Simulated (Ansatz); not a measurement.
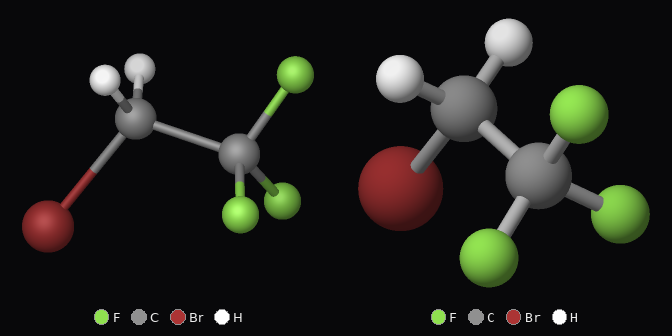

The same structure drawn twice, from different directions.

The geometry was computed by an optimisation with PBE0-D4/def2-TZVP.

**Count the atoms of each element.**

C2H2BrF3, 8 atoms: 2 carbon, 2 hydrogen, 1 bromine and 3 fluorine.

**Name some functional groups or characteristic bonds that it holds.**

Among them: C–F bond, C–Br bond.

The parts below concern this one geometry. Atoms keep their numbers from picture to picture.

**Symmetry**

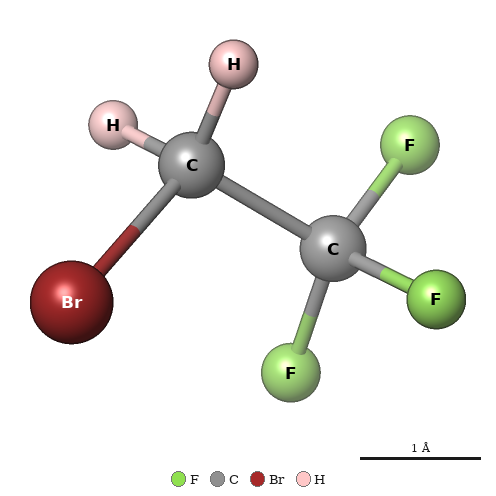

Depth is shown by fading: the farther an atom, the more it takes the colour of the background. Masses are those of the most abundant isotopes; constants are for the rigid equilibrium geometry.

**Classify the rotor and give the rotational constants (MHz).**

An asymmetric top (Cs): A = 5345, B = 1157, C = 1149 MHz. Ray's parameter κ is −1.00, close to the prolate limit.

**Levels of theory compared**

Program: Ansatz 0.2.0.

At this fixed geometry, give HOMO–LUMO gap (eV), dipole (D), HOMO energy (eV) at these levels: B3LYP-D4/def2-TZVPP; PBE-D4/def2-TZVPP; r2SCAN-D4/def2-TZVPP; ωB97M-V/def2-TZVPP.

```tsv
level	HOMO–LUMO gap (eV)	dipole (D)	HOMO energy (eV)
B3LYP-D4/def2-TZVPP	7.46	1.84	−8.26
PBE-D4/def2-TZVPP	5.63	1.72	−7.17
r2SCAN-D4/def2-TZVPP	6.20	1.81	−7.51
ωB97M-V/def2-TZVPP	12.40	1.84	−10.80
```

**Charges**

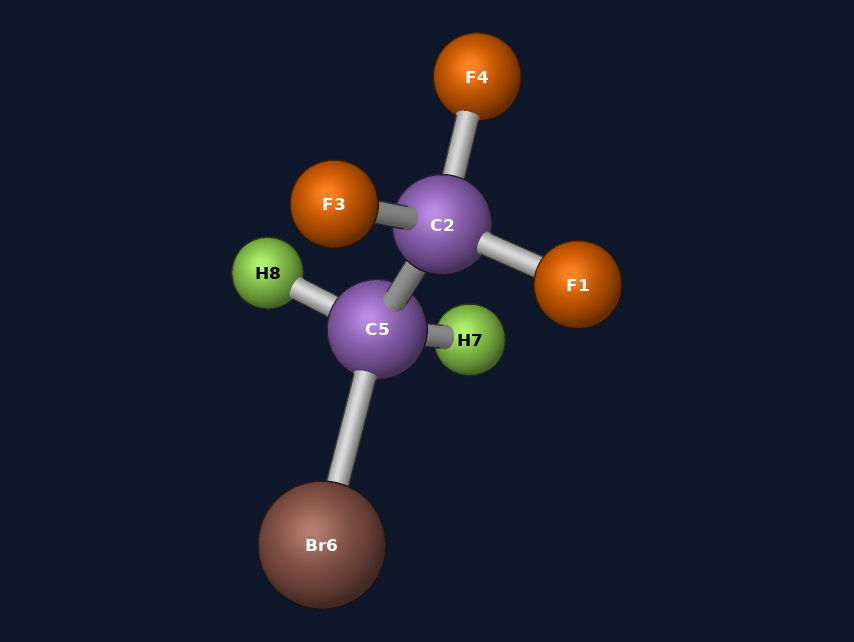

The questions are on Mulliken charges. Properties computed with RKS r2SCAN-D4/def2-TZVPP (Ansatz 0.2.0).

**Which atom carries the highest charge (most positive or least negative)?**

C2 (0.49 e).

**And the lowest?**

F4 (−0.18 e).

Give the Mulliken charges atom by atom.

```json
{"atom": "F1", "value (e)": "−0.17"}
{"atom": "C2", "value (e)": "0.49"}
{"atom": "F3", "value (e)": "−0.17"}
{"atom": "F4", "value (e)": "−0.18"}
{"atom": "C5", "value (e)": "−0.09"}
{"atom": "Br6", "value (e)": "−0.09"}
{"atom": "H7", "value (e)": "0.10"}
{"atom": "H8", "value (e)": "0.10"}
```

**Thermal motion**

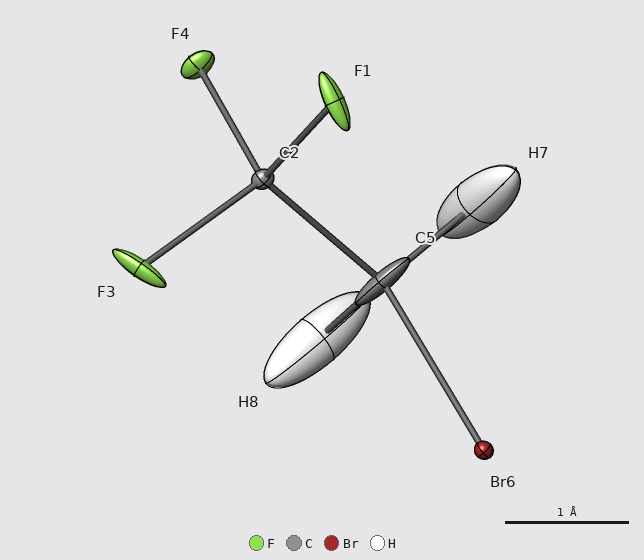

Displacement ellipsoids at the 50 % level, from the internal vibrations of the free molecule (harmonic, no overall translation or rotation; no half-axis is drawn under 0.075 Å). Vibrations computed with RKS PBE0-D4/def2-TZVP (Ansatz 0.2.0). Temperature: 600 K.

Give the displacement parameters, one line for each set of equivalent atoms.

| atom | U_eq (Å²) | rms amplitudes (Å) |
| --- | --- | --- |
| F1, F3 | 0.0110 | 0.038, 0.059, 0.167 |
| C2 | 0.0030 | 0.044, 0.057, 0.062 |
| F4 | 0.0058 | 0.046, 0.074, 0.099 |
| C5 | 0.0145 | 0.045, 0.076, 0.189 |
| Br6 | 0.0016 | 0.014, 0.046, 0.051 |
| H7, H8 | 0.0556 | 0.110, 0.136, 0.369 |

Mulliken values depend strongly on the basis set and can even reverse the polarity of a bond.
